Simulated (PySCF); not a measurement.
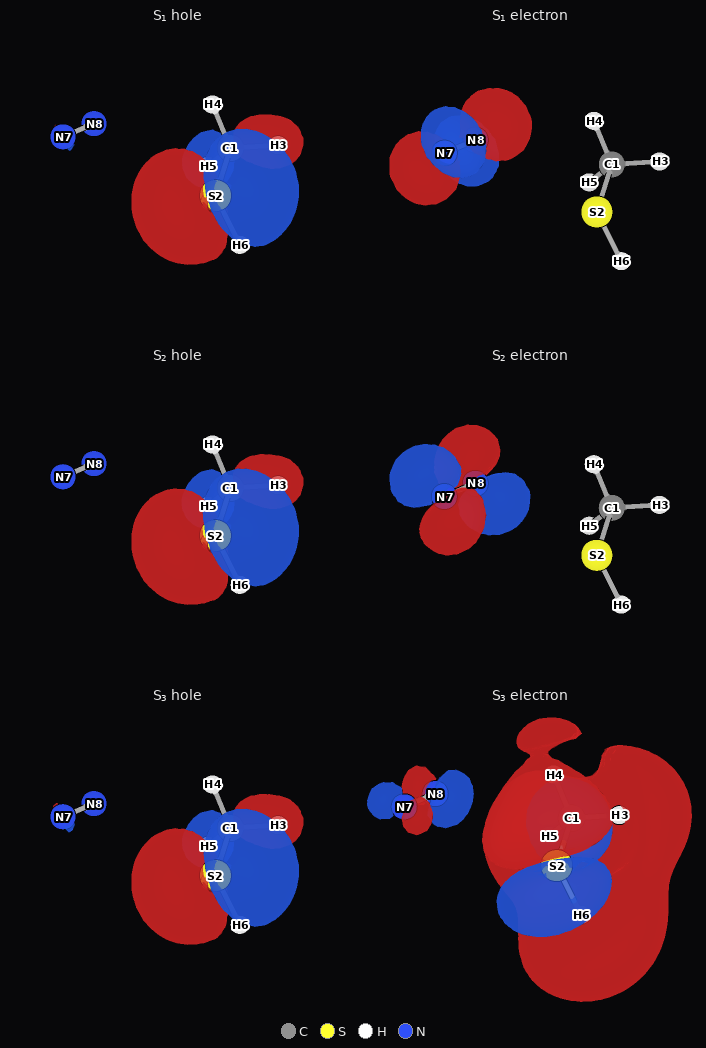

Figure. CH₄N₂S, SMILES `CS.N#N`. Leading natural transition orbitals (TDA singlet states).

Method: PBE/def2-SVP; geometry: GFN2-xTB; program: PySCF. The pair's geometry is semi-empirical, so its contact may be too short or too long. GFN2-xTB bond lengths at metals and heavier atoms can be off by up to 0.1 Å and shapes distorted, which carries into these values. Without diffuse functions Rydberg states are missing, so the states' numbers hold for this basis only.

Q: Describe these excited states.

A: By state:
- S₁: 3.76 eV (330 nm), f = 0.000 (very weak), charge transfer, whose energy this functional puts too low; the leading pair carries 100 %; hole on S2 (83 %) and C1 (6 %), electron on N7 (50 %) and N8 (49 %); their centroids lie 3.4 Å apart.
- S₂: 3.90 eV (318 nm), f = 0.026, charge transfer, whose energy this functional puts too low; the leading pair carries 100 %; hole on S2 (83 %) and C1 (6 %), electron on N7 (49 %) and N8 (48 %); their centroids lie 3.3 Å apart.
- S₃: 5.73 eV (216 nm), f = 0.000 (very weak); the leading pair carries 100 %; hole on S2 (83 %) and C1 (6 %), electron on S2 (42 %), H6 (23 %) and C1 (13 %); their centroids lie 0.6 Å apart.
